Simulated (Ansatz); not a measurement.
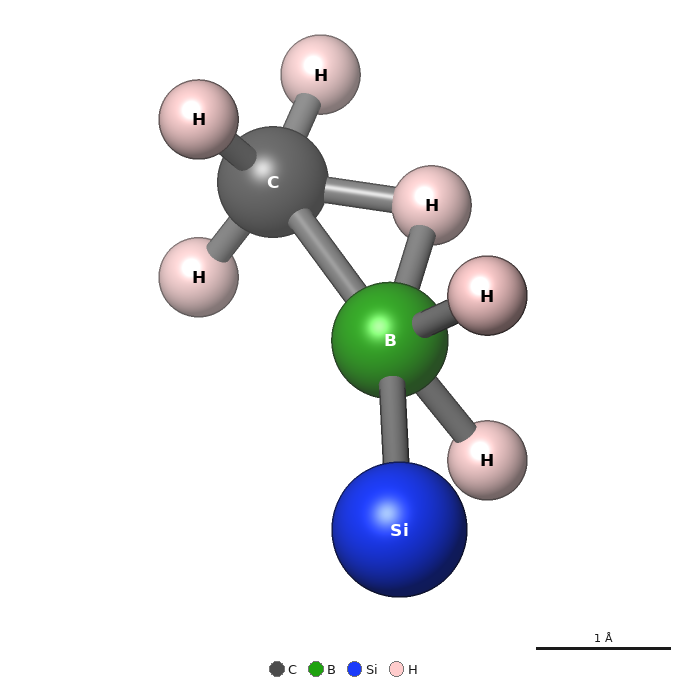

Depth is shown by fading: the farther an atom, the more it takes the colour of the background. State: charge +1, singlet. Computed geometry: PBE0-D4/def2-TZVP optimisation. No frequency run is at hand to confirm it as a minimum. Masses are those of the most abundant isotopes; constants are for the rigid equilibrium geometry.

What kind of rotor is it, and what are its rotational constants in MHz?

Answer. An asymmetric top (Cs): A = 56505, B = 3773, C = 3724 MHz. Ray's parameter κ is −1.00, close to the prolate limit.
